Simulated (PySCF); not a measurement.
Al(Me)(NHMe)2, C3H11AlN2, SMILES C[NH][Al]([CH3])[NH]C at its GFN2-xTB optimised geometry (Å):

```
17

Al    -0.2952     0.0665     0.0000
C     -1.2684    -1.6673    -0.0005
H     -0.5874    -2.5212     0.0192
H     -1.9000    -1.7757    -0.8858
H     -1.9302    -1.7589     0.8642
N     -1.1522     1.6403     0.0000
C     -2.5758     1.9467     0.0052
H     -0.6121     2.4999    -0.0047
H     -2.8695     2.5204    -0.8811
H     -2.8628     2.5212     0.8933
H     -3.1359     1.0125     0.0077
N      1.4966     0.0665     0.0000
C      2.4914     1.1279     0.0039
H      1.9587    -0.8378    -0.0054
H      3.1308     1.0867    -0.8855
H      3.1359     1.0749     0.8889
H      1.9819     2.0900     0.0118
```

Method: CAM-B3LYP/def2-SVP (PySCF 2.14.0). Cells within 0.4 Å of a nucleus heavier than hydrogen are left out (blank, or x).

Map of the log10 of the electron density (e/bohr³), floored at −4 on the plane z = 0.0 Å:

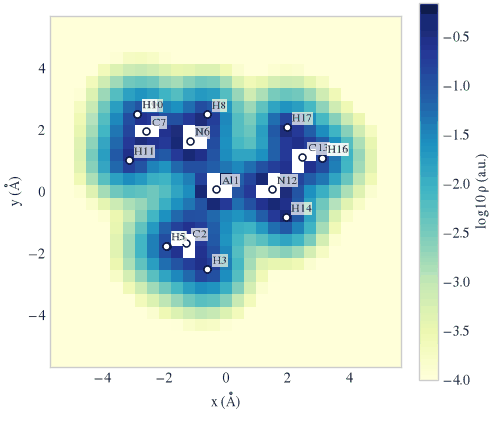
Log10 of the electron density (e/bohr³), floored at −4 on the plane z = 0.0 Å.
